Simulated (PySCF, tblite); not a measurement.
# C6H6F8O3S: electronic excitations, NMR shifts, part 2 of 2

tblite 0.8.0 and PySCF 2.14.0. Atoms count from 0. Earlier steps stand in the parts before.

## 5. NMR shifts: GIAO PBE0/pcSseg-1

What the job is given:

```
{"job": {"kind": "nmr", "xc": "PBE0", "basis": "pcSseg-1", "pop": false}, "charge": 0, "multiplicity": 1}
O     -0.793641     1.513799    -1.258946
S     -0.563598     0.854182    -0.021356
O     -0.594503     1.595973     1.185546
C     -1.511704    -0.697302     0.089974
C     -2.814903    -0.537326     0.837409
F     -2.611821    -0.200929     2.128019
F     -3.473863    -1.731655     0.887421
C     -3.783807     0.486021     0.201892
F     -3.240077     1.711480     0.203368
F     -4.005608     0.143167    -1.081214
O      0.875589     0.090926    -0.138363
C      1.927819     0.880482    -0.631499
C      3.085218    -0.039647    -1.023029
F      4.190547     0.708908    -1.269012
F      2.827928    -0.695540    -2.176888
C      3.452705    -1.085938     0.056740
F      2.533853    -2.063395     0.104817
F      3.487931    -0.501963     1.267015
H     -1.694390    -1.026351    -0.929741
H     -0.866080    -1.396098     0.617230
H     -4.747136     0.517558     0.734957
H      2.282368     1.578573     0.136602
H      1.591888     1.438906    -1.513814
H      4.438245    -1.531973    -0.151208
```

Level: GIAO PBE0/pcSseg-1 NMR shielding, non-relativistic, gas phase.

What it wrote:

```text
start: PBE on a coarse grid of 22790 points
cycle   1  E = -1652.4332770038  dE =  3.606e+00  |g| = 1.855e+00  |ddm| = 4.694e+00
cycle   2  E = -1649.9851078187  dE =  2.448e+00  |g| = 4.169e+00  |ddm| = 4.531e+00
cycle   3  E = -1652.9128361389  dE = -2.928e+00  |g| = 6.245e-01  |ddm| = 3.703e+00
cycle   4  E = -1652.9764941158  dE = -6.366e-02  |g| = 3.170e-01  |ddm| = 7.616e-01
cycle   5  E = -1652.9919768095  dE = -1.548e-02  |g| = 9.902e-02  |ddm| = 2.535e-01
cycle   6  E = -1652.9939421218  dE = -1.965e-03  |g| = 3.014e-02  |ddm| = 9.427e-02
cycle   7  E = -1652.9940900501  dE = -1.479e-04  |g| = 1.355e-02  |ddm| = 2.880e-02
cycle   8  E = -1652.9941199072  dE = -2.986e-05  |g| = 4.874e-03  |ddm| = 1.189e-02
final grid: 218069 points
cycle   9  E = -1653.2513319826  dE = -1.371e-02  |g| = 1.248e-01  |ddm| = 4.040e-01
cycle  10  E = -1653.2475952798  dE =  3.737e-03  |g| = 1.971e-01  |ddm| = 2.017e-01
cycle  11  E = -1653.2541508868  dE = -6.556e-03  |g| = 1.729e-02  |ddm| = 1.282e-01
cycle  12  E = -1653.2541934706  dE = -4.258e-05  |g| = 8.292e-03  |ddm| = 1.687e-02
cycle  13  E = -1653.2542039177  dE = -1.045e-05  |g| = 1.821e-03  |ddm| = 6.762e-03
cycle  14  E = -1653.2542049859  dE = -1.068e-06  |g| = 5.777e-04  |ddm| = 1.692e-03
cycle  15  E = -1653.2542042555  dE =  7.304e-07  |g| = 2.145e-04  |ddm| = 4.985e-04
cycle  16  E = -1653.2542050101  dE = -7.546e-07  |g| = 6.868e-05  |ddm| = 1.817e-04
converged SCF energy = -1653.2542050101

GIAO shielding tensors (ppm)
atom      isotropic    diamagn.    paramagn.     s11        s22        s33       span
  0 O       94.735     401.270    -306.535     54.510     73.093    156.603    102.093
  1 S      196.215    1056.032    -859.817     38.433    149.399    400.814    362.381
  2 O       88.581     400.588    -312.006     57.790     69.985    137.969     80.179
  3 C      128.197     259.123    -130.926    104.540    112.708    167.343     62.803
  4 C       65.913     245.055    -179.142     52.644     65.446     79.649     27.005
  5 F      298.760     474.898    -176.138    211.477    325.268    359.536    148.059
  6 F      291.348     469.749    -178.401    184.813    340.400    348.831    164.017
  7 C       69.988     234.271    -164.283     55.550     76.184     78.230     22.679
  8 F      312.643     476.230    -163.587    222.673    325.723    389.532    166.859
  9 F      321.240     473.076    -151.836    225.832    348.135    389.753    163.921
 10 O      145.457     412.074    -266.617     19.359    103.319    313.693    294.334
 11 C      124.879     245.000    -120.121    104.588    114.179    155.869     51.281
 12 C       64.690     252.374    -187.684     51.057     66.163     76.849     25.791
 13 F      306.323     466.746    -160.423    211.367    347.165    360.438    149.071
 14 F      306.991     474.904    -167.913    221.150    338.440    361.384    140.234
 15 C       68.259     230.005    -161.746     55.545     73.162     76.070     20.525
 16 F      318.101     480.015    -161.913    224.059    337.747    392.498    168.438
 17 F      324.409     476.267    -151.858    229.493    348.007    395.727    166.233
 18 H       27.881      32.967      -5.086     24.827     28.621     30.193      5.366
 19 H       27.702      34.834      -7.131     22.629     29.629     30.850      8.221
 20 H       25.513      22.244       3.269     22.949     23.835     29.755      6.805
 21 H       27.204      30.043      -2.839     23.005     27.506     31.102      8.097
 22 H       26.776      30.015      -3.238     21.745     28.165     30.419      8.674
 23 H       25.494      23.043       2.451     23.012     23.816     29.654      6.642
```

Run time: 50 s. Hardware: 1 thread of Intel Xeon Platinum 8488C, shared host; peak memory 0.81 GiB.

Shifts follow as δ = σ(reference) − σ, with reference shieldings (ppm) from runs at the same level and on the same kind of geometry: $^{1}$H TMS 31.71, $^{13}$C TMS 186.9, $^{19}$F CFCl3 171.0, $^{17}$O H2O 336.1, $^{33}$S CS2 504. The references are single molecules in the gas phase, so shifts against H2O, NH3, PH3, H3PO4 or CFCl3 are not on the usual liquid scales and can be off by tens of ppm. Atoms listed in one row are averaged.

```csv
atoms,environment,σ (ppm),δ (ppm),δ scaled to CDCl3
C12,fully substituted sp3 carbon bonded to 2 F,64.7,122.2,117.4
C4,fully substituted sp3 carbon bonded to 2 F,65.9,121.0,116.2
C15,sp3 CH bonded to 2 F,68.3,118.7,113.9
C7,sp3 CH bonded to 2 F,70.0,116.9,112.2
C11,sp3 CH2 bonded to O,124.9,62.0,58.6
C3,sp3 CH2 bonded to S,128.2,58.7,51.0
H23,hydrogen on an sp3 CH bonded to 2 F,25.49,6.22,5.97
H20,hydrogen on an sp3 CH bonded to 2 F,25.51,6.20,5.95
"H21, H22",hydrogen on an sp3 CH2 bonded to O,26.99,4.72,4.56
"H18, H19",hydrogen on an sp3 CH2 bonded to S,27.79,3.92,3.81
"O0, O2",S=O oxygen,91.7,244.4,–
O10,"oxygen bonded to C, S",145.5,190.6,–
S1,sulfonyl sulfur,196,308,–
"F5, F6",fluorine of a CF2 group,295.1,-124.1,–
"F13, F14",fluorine of a CF2 group,306.7,-135.7,–
"F8, F9",fluorine of a CF2 group,316.9,-146.0,–
"F16, F17",fluorine of a CF2 group,321.3,-150.3,–
```

The scaled column applies a straight-line fit of computed shieldings to shifts measured in CDCl3, with any fitted terms for Cl, Br or S neighbours; 19F shifts take a fit of their own (root-mean-square error 0.16 ppm for H, 1.9 ppm for C).

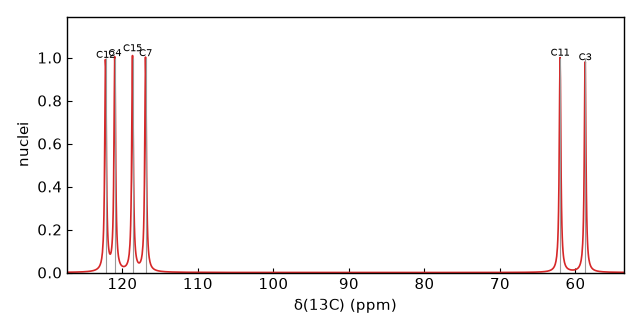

$^{13}$C lines at the computed shifts, without couplings. Lines are broadened to a width of 0.25 ppm (Lorentzian).

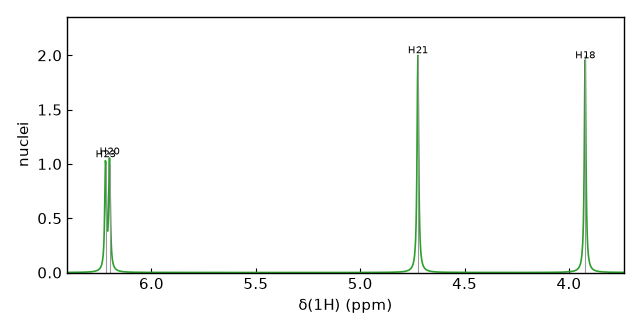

$^{1}$H lines at the computed shifts, without couplings. Lines are broadened to a width of 0.01 ppm (Lorentzian).

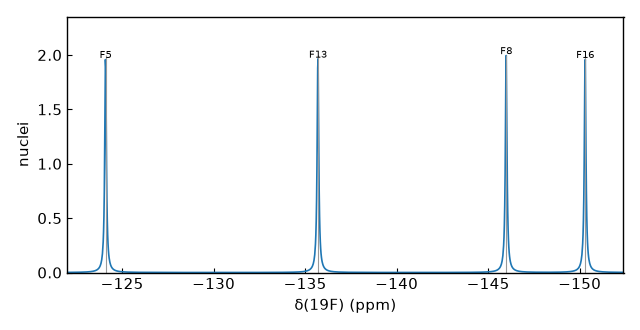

$^{19}$F lines at the computed shifts, without couplings. Lines are broadened to a width of 0.10 ppm (Lorentzian).

## 6. Results

The summary covers parts 1 to 2.

| quantity | value |
| --- | --- |
| strongest single infrared mode (GFN2-xTB) | 1324 cm⁻¹, 471 km/mol |
| zero-point energy (GFN2-xTB) | 83.6 kcal/mol |
| lowest singlet (wB97X-D/def2-SVP) | 8.38 eV (148 nm), f = 0.002 |
| brightest single state of those computed | state 4, 9.17 eV, f = 0.030 |
| lowest triplet | 7.69 eV |
| vertical ionisation energy (ΔSCF) | 11.30 eV |
| potential on the surface of density 0.002 e/bohr³, 1st and 99th percentile | -1.36 V and 1.64 V |
| $^{13}$C shifts against TMS (PBE0/pcSseg-1) | 122.2, 121.0, 118.7, 116.9, 62.0, 58.7 ppm |
| $^{1}$H shifts against TMS (PBE0/pcSseg-1, means over atoms taken as alike) | 6.22, 6.20, 4.72, 3.92 ppm |
| $^{17}$O shifts against H2O (PBE0/pcSseg-1, means over atoms taken as alike) | 244.4, 190.6 ppm |
| $^{33}$S shifts against CS2 (PBE0/pcSseg-1) | 308 ppm |
| $^{19}$F shifts against CFCl3 (PBE0/pcSseg-1, means over atoms taken as alike) | -124.1, -135.7, -146.0, -150.3 ppm |

The lowest mode is slightly imaginary (13i cm⁻¹), a soft motion within the noise of the Hessian, so the minimum is not strictly shown. The strongest single mode, at 1324 cm⁻¹, is spread over several atoms, S1, O2, O0 among them. Unscaled tight-binding wavenumbers are off by several per cent, some by more. Its intensities can rank the bands wrongly. The first singlet state (HOMO→LUMO 0.66, HOMO→LUMO+1 0.14) lies at 8.38 eV and is weak; of the 6 states computed, the strongest absorption comes from state 4 at 9.17 eV. The lowest triplet lies 0.69 eV below the lowest singlet. The basis of wB97X-D/def2-SVP has no diffuse functions, so Rydberg states are missing and the high states are unreliable. The orbital energy would give 10.95 eV for ionisation, ΔSCF gives 11.30 eV. At PBE0/pcSseg-1: The largest span, 362 ppm, is at S1, where the paramagnetic term is -860 ppm.
